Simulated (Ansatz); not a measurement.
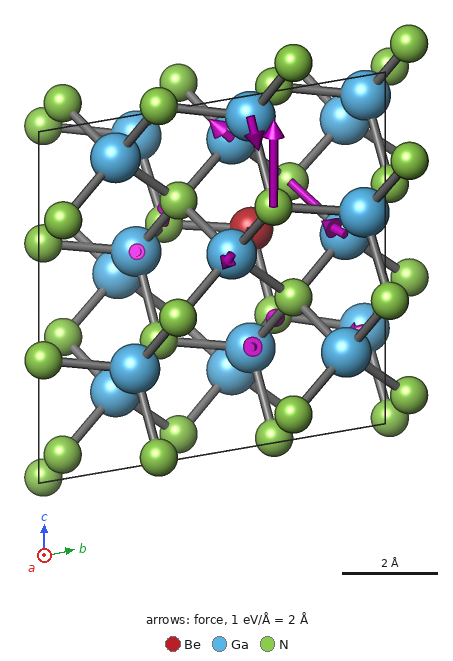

Starting geometry of a defect cell of composition BeGa$_{17}$N$_{18}$ (cell charge −1) with the computed forces as purple arrows. Style: ball-and-stick. Shown: the cell of the calculation, along the a axis.

Case: Be on a Ga site (b), charge -1, atoms relaxed at the host's cell.

Computed with DFT r2SCAN, scalar-relativistic, plane waves, PAW (Ansatz). Settings: plane-wave cutoff 500 eV; k-point mesh 2 × 2 × 2; occupations gaussian; smearing width 0.01 eV; mesh shifted by (0.5, 0.5, 0.5); no spin polarisation; atoms relaxed in a fixed cell; force threshold 0.025 eV/Å; at most 45 steps.

Is this structure relaxed? If not, where do the atoms go?

Answer. It isn't relaxed: the largest force vector, on an N atom, is 0.96 eV/Å. The atoms end up moving mostly along the starting forces (cosine between the two patterns 0.87). Over 2 accepted moves (3 points after the start) the energy falls by 74.3 meV per cell of the calculation. The largest force component goes from 0.92 to 0.017 eV/Å. 1 step only repeated the SCF at the same geometry. The atom that moves furthest is the Be atom (0.056 Å roughly along [0 −1 −3]). Largest moves by element: Be 0.056 Å, N 0.052 Å, Ga 0.007 Å. The cell stays as it was. Among the contacts that change: Ga–N 1.990 → 1.943 Å, Be–N 1.790 → 1.832 Å, Be–N 1.879 → 1.838 Å, Ga–N 1.903 → 1.938 Å. Bond angles that change, for instance: Be–N–Ga 109.0° → 112.3°, N–Be–N 106.3° → 109.7°, N–Be–N 112.4° → 109.3°.

Limits of the set-up: the periodic images lie only 7.6 Å apart, so the values are limited by the cell's size; the cell is charged, on a uniform background, and energies carry no finite-size correction.
